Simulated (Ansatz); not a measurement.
# Pressure series in Nb

Take Nb in the bcc (W type) structure (space group Im-3m, No. 229) as the base.

```
Nb
1.0
   -1.65478     1.65478     1.65478
    1.65478    -1.65478     1.65478
    1.65478     1.65478    -1.65478
Nb
1
Direct
  0.00000   0.00000   0.00000
```

Cell and atoms are relaxed at each pressure.

Calculations: PBE/PAW in Ansatz (a quantum-chemistry and plane-wave program), spin-orbit coupling left out, earlier PAW set.

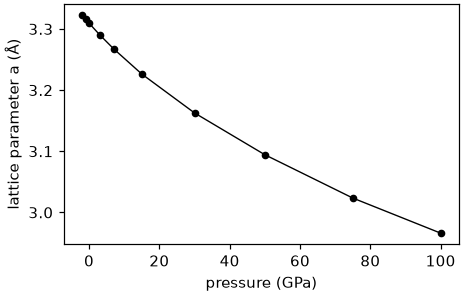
Figure: Lattice parameter a against pressure

```json
[
 {"pressure (GPa)": "-2", "lattice parameter a": "3.323 Å"},
 {"pressure (GPa)": "-1", "lattice parameter a": "3.316 Å"},
 {"pressure (GPa)": "3", "lattice parameter a": "3.291 Å"},
 {"pressure (GPa)": "7", "lattice parameter a": "3.268 Å"},
 {"pressure (GPa)": "15", "lattice parameter a": "3.226 Å"},
 {"pressure (GPa)": "30", "lattice parameter a": "3.163 Å"},
 {"pressure (GPa)": "50", "lattice parameter a": "3.094 Å"},
 {"pressure (GPa)": "75", "lattice parameter a": "3.024 Å"},
 {"pressure (GPa)": "100", "lattice parameter a": "2.966 Å"}
]
```

Load acts through the strain it causes; cell and atoms are relaxed under it. Stability against distortions was not tested. Competing high-pressure phases were not computed. All final runs are without spin polarisation.
